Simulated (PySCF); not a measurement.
# HHg (HgH): the cost of one run

Programs: PySCF 2.14.0, with routines of our own; each step states its level. All values are computed. Atoms count from 0.

### Step 1. The starting structure

2 atoms, charge 0, multiplicity 2; geometry from: GFN2-xTB.

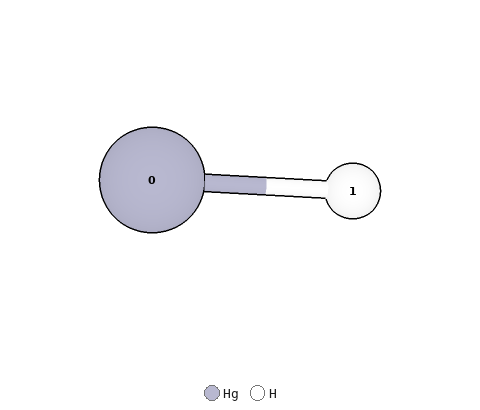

The starting geometry (mercury light grey, hydrogen white); sticks join atoms by distance alone.

### Step 2. Optimising the geometry at PBE0-D3(BJ)/def2-SVP

Job settings and geometry (Å):

```
{"job": {"xc": "PBE0", "basis": "def2-SVP", "d3": "d3bj", "grid": 1, "maxiter": 30, "kind": "geom"}, "charge": 0, "multiplicity": 2}
Hg     1.079140    -0.004046    -0.001455
H     -1.076383     0.005314    -0.012693
```

The run is started by

```sh
> OMP_NUM_THREADS=1 python heavy_run.py task.json out
```

The driver reads the jobs from task.json and runs them one after another.

**Question.** How long does this run take on 1 thread of Intel Xeon 6975P-C, shared host?

About 3.3 s.
